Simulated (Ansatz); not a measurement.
# Si2H4Cl2 (built from SMILES [SiH3][SiH](Cl)Cl): search for a transition state, part 2 of 2

Ansatz 0.2.0, Gaussian basis; PBE0-D4. Earlier steps stand in the parts before.

**6. Checking the order of the point**

Contents of vib/in.yaml:

```yaml
crystal:
  periodic: [false, false, false]
  atoms:
    - {symbol: Si, position_ang: [-0.170929, -0.283208, 1.095960]}
    - {symbol: Si, position_ang: [-0.157078, 0.811937, -0.999321]}
    - {symbol: H, position_ang: [0.411156, -0.708325, -0.488304]}
    - {symbol: Cl, position_ang: [-1.257873, 0.012473, -2.553683]}
    - {symbol: Cl, position_ang: [1.684675, 1.357556, -1.753888]}
    - {symbol: H, position_ang: [-1.403090, 0.219752, 1.764088]}
    - {symbol: H, position_ang: [-0.172910, -1.756522, 1.325116]}
    - {symbol: H, position_ang: [1.065949, 0.346337, 1.610132]}
basis:
  gaussian: {orbitals: def2-TZVP}
hamiltonian: {xc: pbe0, dispersion: d4}
phonons: {temperatures: {t_min: 298.15, t_max: 900, t_step: 200}}
```

On the command line:

```sh
$ ansatz run in.yaml --threads 4 --pin off --events-out ev --progress --plain --max-ram 9574MiB
```

The program printed, cut to the lines that bear on the results:

```text
Functional definition: PBE0
  name "PBE0"
  cite "Adamo & Barone, J. Chem. Phys. 110, 6158 (1999) doi:10.1063/1.478522"
  cite "Perdew, Burke & Ernzerhof, Phys. Rev. Lett. 77, 3865 (1996) doi:10.1103/PhysRevLett.77.3865"
  parent pbe
[...]
1248 factors; their error is unknown
[...]
mean field -40852.59894608 eV, -1501.3053203824 hartree, gradient 4.7e-5 eV, S^2 0.000000; 0 other end points of the search recorded, 0 dependent functions left out
[...]
reference -40852.59897970 eV, -1501.3053216178 hartree; 33, 33 occupied and 139, 139 virtual orbitals, 1248 factors
[... from here to the last solve, the lines of the solves are left out (47 solves) ...]
1248 factors; their error is unknown
mean field -40852.59892299 eV, -1501.3053195338 hartree, gradient 1.8e-6 eV, S^2 0.000000; 0 other end points of the search recorded, 0 dependent functions left out
[...]
WARN: phonons: modes at or below zero, which the zero-point energy, F, S and C_V leave out: 1, the lowest at -432.34 cm⁻¹. A minimum has none, and a first-order saddle one
[...]
Total energy: -40852.80846883 eV, -1501.3130202012 hartree
Atom 0 at    -0.170929    -0.283208     1.095960 Å, force    -0.001659     0.001669     0.003499 eV/Å
Atom 1 at    -0.157078     0.811937    -0.999321 Å, force    -0.003378    -0.000923    -0.002268 eV/Å
Atom 2 at     0.411156    -0.708325    -0.488304 Å, force    -0.000138    -0.000515    -0.003451 eV/Å
Atom 3 at    -1.257873     0.012473    -2.553683 Å, force     0.002866     0.000713     0.002281 eV/Å
Atom 4 at     1.684675     1.357556    -1.753888 Å, force     0.001106     0.000576    -0.000537 eV/Å
Atom 5 at    -1.403090     0.219752     1.764088 Å, force     0.000145     0.000454     0.000154 eV/Å
Atom 6 at    -0.172910    -1.756522     1.325116 Å, force     0.000737    -0.000994     0.000465 eV/Å
Atom 7 at     1.065949     0.346337     1.610132 Å, force     0.000322    -0.000979    -0.000143 eV/Å
Dipole moment:    -0.049158    -0.097737     0.375290 e Å
Vibrations: -432.34 99.26 160.03 163.59 302.35 416.47 508.10 560.89 588.26 716.90 869.29 889.59 989.85 1168.12 1517.70 2180.84 2194.54 2267.88 cm⁻¹, zero-point energy 0.966683 eV
```

It took 73 s on 4 threads of Arm Neoverse V2, shared host.

The modes, with what each moves most:

```
mode  wavenumber (cm⁻¹)                        character
   1               432i  changes Si1–H3, Si1–Si2, Si2–H3
   2                 99                             bend
   3                160                torsion with bend
   4                164                bend with torsion
   5                302          Si–Si and Si–Cl stretch
   6                416                             bend
   7                508          bend with Si–Cl stretch
   8                561                    Si–Cl stretch
   9                588          Si–Cl stretch with bend
  10                717                torsion with bend
  11                869                             bend
  12                890                torsion with bend
  13                990                             bend
  14               1168                             bend
  15               1518                     Si–H stretch
  16               2181                     Si–H stretch
  17               2195                     Si–H stretch
  18               2268                     Si–H stretch
```

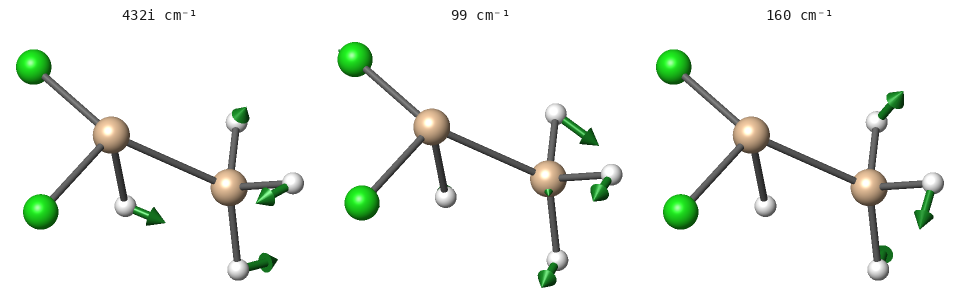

How the atoms move in 3 of the modes.

Vibrational sums (real modes only):

```
T (K)  entropy (J/mol/K)  heat capacity (J/mol/K)
  298               55.3                     61.9
  498               93.6                     87.5
  698              125.9                    103.4
  898              153.3                    113.8
```

**7. Relaxing after a step of 0.30 Å one way along the mode**

Contents of downa/in.yaml:

```yaml
crystal:
  periodic: [false, false, false]
  atoms:
    - {symbol: Si, position_ang: [-0.124340, -0.387508, 1.028147]}
    - {symbol: Si, position_ang: [-0.227980, 1.103288, -1.008670]}
    - {symbol: H, position_ang: [0.331945, -0.677428, -0.293588]}
    - {symbol: Cl, position_ang: [-1.243173, -0.005976, -2.585372]}
    - {symbol: Cl, position_ang: [1.712163, 1.254952, -1.776650]}
    - {symbol: H, position_ang: [-1.379810, 0.165912, 1.667629]}
    - {symbol: H, position_ang: [-0.115940, -1.802187, 1.409533]}
    - {symbol: H, position_ang: [1.047034, 0.348948, 1.559070]}
basis:
  gaussian: {orbitals: def2-TZVP}
hamiltonian: {xc: pbe0, dispersion: d4}
relax: {f_tol: 0.005, max_steps: 200}
```

On the command line:

```sh
$ ansatz run in.yaml --threads 4 --pin off --events-out ev --progress --plain --max-ram 9574MiB
```

The program printed, cut to the lines that bear on the results:

```text
[... 5 set-up lines as earlier in the session ...]
[...]
1248 factors; their error is unknown
[...]
mean field -40852.56987946 eV, -1501.3042522039 hartree, gradient 4.4e-5 eV, S^2 0.000000; 0 other end points of the search recorded, 0 dependent functions left out
[...]
reference -40852.56991311 eV, -1501.3042534405 hartree; 33, 33 occupied and 139, 139 virtual orbitals, 1248 factors
relax step   1: F+E_penalty+E_count = -40852.78743839 eV  Δ(F+E_penalty+E_count) = +0.000e0 eV  max|allowed force component| = 2.884e0 eV/Å  Δτ_max = 0.0000 Å  (25 SCF iters, accepted)
[...]
reference -40853.25431540 eV, -1501.3294047607 hartree; 33, 33 occupied and 139, 139 virtual orbitals, 1248 factors
Total energy: -40853.45275635 eV, -1501.3366973311 hartree
Atom 0 at    -0.077756    -0.588752     1.278599 Å, force    -0.001854    -0.000326     0.000006 eV/Å
Atom 1 at    -0.153154     1.394325    -1.367335 Å, force     0.001049    -0.000234    -0.000017 eV/Å
Atom 2 at     0.052962    -0.758485    -0.204162 Å, force     0.000294     0.000003     0.000427 eV/Å
Atom 3 at    -1.257032     0.407491    -2.833115 Å, force    -0.000709    -0.000244     0.000671 eV/Å
Atom 4 at     1.787006     1.163685    -2.091902 Å, force     0.000334     0.000484    -0.000596 eV/Å
Atom 5 at    -1.451976    -0.121030     1.576665 Å, force     0.000604    -0.000354    -0.000391 eV/Å
Atom 6 at     0.176673    -1.905923     1.915715 Å, force     0.000192     0.000454    -0.000445 eV/Å
Atom 7 at     0.923176     0.408691     1.725633 Å, force     0.000090     0.000217     0.000344 eV/Å
Dipole moment:    -0.061448    -0.036966     0.344345 e Å
```

Wall time 26 s (4 threads of Arm Neoverse V2, shared host).

Along the way:

```
step  energy from step 1 (eV)  largest force component (eV/Å)
   1                   0.0000                          2.8843
   2                  -0.4261                          0.9895
   3                  -0.5642                          0.6732
   4                  -0.6335                          0.4335
   5                  -0.6389                          0.3772
   6                  -0.6614                          0.1191
   7                  -0.6639                          0.0403
   8                  -0.6648                          0.0204
   9                  -0.6652                          0.0047
  10                  -0.6653                          0.0089
  11                  -0.6653                          0.0059
  12                  -0.6653                          0.0019
```

Close pairs (by a distance rule), those that changed most:

| bond | before (Å) | after (Å) | change (Å) |
| --- | --- | --- | --- |
| Si2–Cl4 | 2.179 | 2.083 | -0.095 |
| Si1–H3 | 1.428 | 1.498 | +0.070 |
| Si1–H6 | 1.514 | 1.482 | -0.032 |
| Si1–H7 | 1.465 | 1.485 | +0.020 |
| Si2–Cl5 | 2.092 | 2.084 | -0.008 |
| Si1–H8 | 1.482 | 1.482 | +0.000 |

**8. Relaxing after a step of 0.30 Å the other way along the mode**

Contents of downb/in.yaml:

```yaml
crystal:
  periodic: [false, false, false]
  atoms:
    - {symbol: Si, position_ang: [-0.217519, -0.178908, 1.163773]}
    - {symbol: Si, position_ang: [-0.086175, 0.520586, -0.989972]}
    - {symbol: H, position_ang: [0.490366, -0.739223, -0.683020]}
    - {symbol: Cl, position_ang: [-1.272573, 0.030922, -2.521995]}
    - {symbol: Cl, position_ang: [1.657186, 1.460161, -1.731126]}
    - {symbol: H, position_ang: [-1.426370, 0.273592, 1.860546]}
    - {symbol: H, position_ang: [-0.229881, -1.710858, 1.240699]}
    - {symbol: H, position_ang: [1.084865, 0.343727, 1.661194]}
basis:
  gaussian: {orbitals: def2-TZVP}
hamiltonian: {xc: pbe0, dispersion: d4}
relax: {f_tol: 0.005, max_steps: 200}
```

On the command line:

```sh
$ ansatz run in.yaml --threads 4 --pin off --events-out ev --progress --plain --max-ram 9574MiB
```

The program printed, cut to the lines that bear on the results:

```text
[... 5 set-up lines as earlier in the session ...]
[...]
1248 factors; their error is unknown
[...]
mean field -40852.92364302 eV, -1501.3172527746 hartree, gradient 3.6e-5 eV, S^2 0.000000; 0 other end points of the search recorded, 0 dependent functions left out
[...]
reference -40852.92367688 eV, -1501.3172540191 hartree; 33, 33 occupied and 139, 139 virtual orbitals, 1248 factors
relax step   1: F+E_penalty+E_count = -40853.12581830 eV  Δ(F+E_penalty+E_count) = +0.000e0 eV  max|allowed force component| = 1.977e0 eV/Å  Δτ_max = 0.0000 Å  (26 SCF iters, accepted)
[...]
reference -40854.75895745 eV, -1501.3846993362 hartree; 33, 33 occupied and 139, 139 virtual orbitals, 1248 factors
Total energy: -40854.96517868 eV, -1501.3922778266 hartree
Atom 0 at    -0.205902    -0.165969     1.206451 Å, force    -0.000058    -0.000022     0.000262 eV/Å
Atom 1 at     0.275399     0.031742    -1.070266 Å, force     0.000073    -0.000105    -0.000232 eV/Å
Atom 2 at     1.228633    -0.970362    -1.599028 Å, force     0.000001     0.000001    -0.000113 eV/Å
Atom 3 at    -1.463311    -0.163075    -2.143932 Å, force     0.000018     0.000001     0.000016 eV/Å
Atom 4 at     1.085820     1.883627    -1.427433 Å, force    -0.000006     0.000035     0.000036 eV/Å
Atom 5 at    -1.168007     0.901608     1.578804 Å, force    -0.000046     0.000080     0.000023 eV/Å
Atom 6 at    -0.801789    -1.502013     1.467562 Å, force     0.000026     0.000007    -0.000017 eV/Å
Atom 7 at     1.049055    -0.015559     1.987941 Å, force    -0.000007     0.000001     0.000025 eV/Å
Dipole moment:     0.074884    -0.178897     0.244607 e Å
```

Wall time 32 s (4 threads of Arm Neoverse V2, shared host).

The steps of the relaxation:

| step | energy from step 1 (eV) | largest force component (eV/Å) |
| --- | --- | --- |
| 1 | 0.0000 | 1.9771 |
| 2 | -0.6323 | 0.8403 |
| 3 | -1.1217 | 0.7541 |
| 4 | -1.4177 | 0.5116 |
| 5 | -1.6110 | 0.3857 |
| 6 | -1.7544 | 0.2219 |
| 7 | -1.7998 | 0.5059 |
| 8 | -1.8323 | 0.1084 |
| 9 | -1.8373 | 0.0524 |
| 10 | -1.8385 | 0.0719 |
| 11 | -1.8390 | 0.0502 |
| 12 | -1.8393 | 0.0120 |
| 13 | -1.8393 | 0.0080 |
| 14 | -1.8393 | 0.0056 |
| 15 | -1.8393 | 0.0003 |

Distances of close pairs at the start and the end, largest changes first:

```csv
bond,before (Å),after (Å),change (Å)
Si1–Si2,2.268,2.335,+0.067
Si2–Cl5,2.115,2.053,-0.062
Si2–H3,1.419,1.481,+0.062
Si2–Cl4,1.999,2.053,+0.054
Si1–H7,1.534,1.486,-0.048
Si1–H6,1.467,1.485,+0.018
Si1–H8,1.489,1.486,-0.003
```

**9. What the saddle joins**

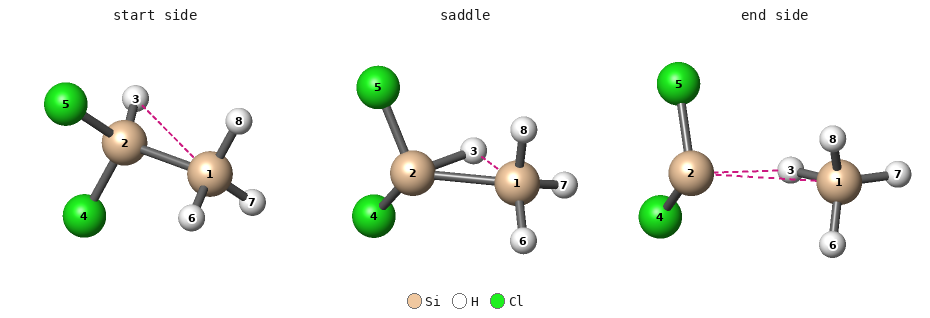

The minimum on the start side, the saddle and the minimum on the end side; broken lines mark the pairs that change.

```csv
pair,start side (Å),saddle (Å),end side (Å)
Si1–H3,3.252,1.741,1.498
Si1–Si2,2.335,2.364,3.307
Si2–H3,1.481,1.702,2.456
```

**10. Summary of results**

What follows sums up all 2 parts.

| quantity | value |
| --- | --- |
| imaginary mode | 432i cm⁻¹ |
| barrier from the start side | 208.1 kJ/mol |
| barrier from the end side | 62.2 kJ/mol |
| energy of the step | +145.9 kJ/mol |
| pairs that change | Si1–H3 formed, Si1–Si2 broken, Si2–H3 broken |
| zero-point energy at the saddle | 0.967 eV |

What this shows: The point has a single imaginary mode (432i cm⁻¹), as a transition state must. It joins the planned start and end. At PBE0-D4/def2-TZVP the electronic barrier is 208.1 kJ/mol, about 84 kT at 298 K, and the step runs 145.9 kJ/mol uphill. A step off the saddle overshot and began above it in energy, so the link to its end is likely but not proven. Lower complexes than these ends may exist.
